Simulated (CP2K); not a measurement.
Consider 2-nitrosoimidazole at its PBE geometry (Å).

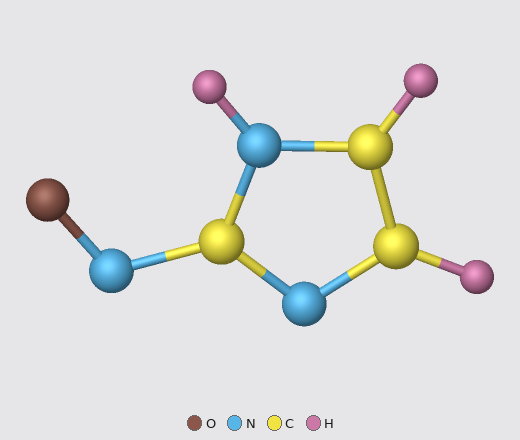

The molecule (oxygen brown, nitrogen blue, carbon yellow, hydrogen pink).

```xyz
10

O     2.8643    0.0596    0.1329
N     2.1001   -0.8302   -0.3039
C     0.7464   -0.4958   -0.2045
N    -0.2523   -1.2996   -0.5925
C    -1.3904   -0.6126   -0.3167
C    -1.0926    0.6337    0.2464
N     0.2640    0.6905    0.3119
H    -2.3724   -1.0259   -0.5244
H    -1.7277    1.4430    0.5897
H     0.8606    1.4373    0.6613
```

Method: CP2K XAS_TDP, all-electron GAPW, PBEh(45%), aug-cc-pVDZ, TDA, GW2X-corrected core level, no relativity.

Question: Where do the C K-edge lines lie, and how strong are they?

Leading lines: C3 289.93 eV, C5 287.78 eV and C6 287.23 eV. The leading line of an atom is its first one with 35 % of the strongest within 2.5 eV of its lowest line over the strength cut. Core ionisation energies at this level: C5 293.01, C6 293.59 and C3 293.95 eV.

The first six lines of each atom with a strength over 0.0015:

```tsv
atom	energy (eV)	states	strength, one atom	above the computed threshold
C3 (bonded to 3 N)	287.51	1	0.0081	
	289.93	1	0.0558	
	291.97	1	0.0020	
	292.97	1	0.0016	
	293.56	1	0.0027	
	294.15	1	0.0027	yes
C5 (bonded to C, N and H)	287.78	1	0.0177	
	288.55	1	0.0380	
	290.93	1	0.0087	
	291.56	1	0.0029	
	292.38	1	0.0035	
	292.93	1	0.0016	
C6 (bonded to C, N and H)	287.23	1	0.0435	
	290.29	1	0.0134	
	290.97	1	0.0134	
	291.97	1	0.0034	
	292.48	1	0.0024	
	292.72	1	0.0038
```

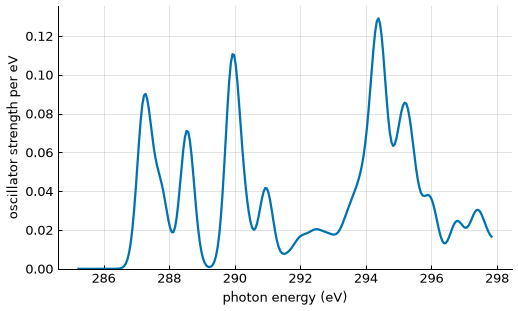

All atoms added, broadened by 0.5 eV.

Lines are vertical, at one geometry, with no vibrational structure. GW2X ionisation energies and lines can be off by 1 to 2 eV either way, and a good line position may hide errors that cancel. These values hold no scalar relativity, about 0.1 eV for C 1s. Rydberg lines, and the discretised continuum above threshold, depend on the basis and the box.

[Banner, clock and machine lines of the logs are left out without a mark of their own.]

[Logs are printed without paths, hosts, clocks, repeated set-up lines and the standing remarks that a program may print on its own settings, such as how far it seeks lower states.]

[Hosts, paths, dates, database ids (printed as entryN), source tags and the programs' standing remarks are cut or masked in the printed files.]
